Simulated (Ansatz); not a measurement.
How far to go with the k-point mesh: Ca₂AsI (R3m, 4 atoms in the cell)

```
CELL_PARAMETERS angstrom
      2.20485     1.27297     7.47320
     -2.20485     1.27297     7.47320
      0.00000    -2.54594     7.47320
ATOMIC_POSITIONS crystal
  Ca 0.23351 0.23351 0.23351
  Ca 0.76872 0.76872 0.76872
  As 0.50000 0.50000 0.50000
  I  0.00000 0.00000 0.00000
```

Method of the run: LDA (PW92), default PAW files made with PBE (plane waves; Ansatz, a first-principles code).

Base settings: basis.ecutwfc = 420 eV; kpoints.mp_grid.grid = 7 7 7; hamiltonian.xc = lda; hamiltonian.pseudopotentials = {kind: paw} (the program's default PAW files); scf.occupations.method = fixed.

The second cell is the first with its lattice scaled by 0.98.

Only quantities that move along the ladder and can be compared are tabulated.

The count of work is k-points × plane waves × bands × iterations; it is no time. Core times come from one kind of shared machine, to one figure; runs under 30 s give none.

The starting cell comes from a database of computed structures (which also holds hypothetical and non-ambient phases and stackings), without a prior relaxation at this level. Its lattice was rescaled by up to half a per cent. One atom was moved a little off its site on purpose. Spin-orbit coupling is off. In the base run, with a pressure of about -4 GPa the cell is away from its equilibrium volume at this level. Ansatz's pressure includes its estimate of the finite-basis (Pulay) stress.

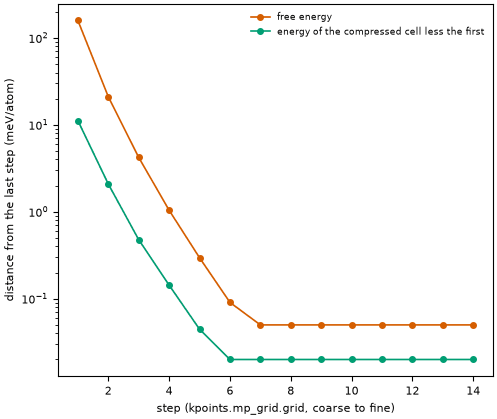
Figure: Distance from the last step along the ladder; very small values are drawn at a floor.

| kpoints.mp_grid.grid | free energy less the last step's (meV/atom) | energy of the compressed cell less the first (meV/atom) | pressure (GPa) | largest difference of a force vector from the last step's (eV/Å) | gap on the mesh (eV) | count of work / last | core time / last (rough) |
|---|---|---|---|---|---|---|---|
| 2 2 2 | 159.13 | -18.90 | -2.64 | 0.155 | 1.326 | 0.0060 | – |
| 3 3 3 | 21.10 | -28.00 | -3.36 | 0.049 | 1.633 | 0.0090 | – |
| 4 4 4 | 4.23 | -29.61 | -3.48 | 0.015 | 1.371 | 0.019 | – |
| 5 5 5 | 1.04 | -29.95 | -3.51 | 0.006 | 1.473 | 0.028 | – |
| 6 6 6 | 0.30 | -30.05 | -3.52 | 0.002 | 1.375 | 0.048 | – |
| 7 7 7 | 0.09 | -30.08 | -3.52 | 0.001 | 1.426 | 0.066 | – |
| 8 8 8 | 0.03 | -30.09 | -3.52 | 0.000 | 1.376 | 0.097 | – |
| 9 9 9 | 0.01 | -30.09 | -3.52 | 0.000 | 1.406 | 0.13 | – |
| 10 10 10 | 0.00 | -30.09 | -3.52 | 0.000 | 1.376 | 0.17 | 0.1 |
| 11 11 11 | 0.00 | -30.09 | -3.52 | 0.000 | 1.396 | 0.22 | 0.1 |
| 13 13 13 | 0.00 | -30.09 | -3.52 | 0.000 | 1.390 | 0.34 | 0.4 |
| 14 14 14 | 0.00 | -30.09 | -3.52 | 0.000 | 1.376 | 0.43 | 0.2 |
| 15 15 15 | 0.00 | -30.09 | -3.52 | 0.000 | 1.387 | 0.51 | 0.5 |
| 17 17 17 | 0.00 | -30.09 | -3.52 | 0.000 | 1.384 | 0.73 | 0.5 |
| 19 19 19 | 0.00 | -30.09 | -3.52 | 0.000 | 1.383 | 1.0 | 1 |

Coarsest kpoints.mp_grid.grid that holds the pressure within 0.1 GPa of the last step, with all finer ones: 4 4 4, at 0.019 of the last step's count of work; the step before is off by 0.16 GPa.

Coarsest kpoints.mp_grid.grid that holds the energy of the compressed cell less the first within 0.2 meV/atom of the last step, with all finer ones: 5 5 5, at 0.028 of the last step's count of work; the step before is off by 0.48 meV/atom.

The energy difference between the two cells stays within 1 meV/atom of the last step's from 4 4 4 on, the total only from 6 6 6 on: much of the error is common to both cells and cancels.

The gap on the mesh jumps up and down from mesh to mesh; it is no smooth measure of convergence.

Keys are those of Ansatz 0.2.
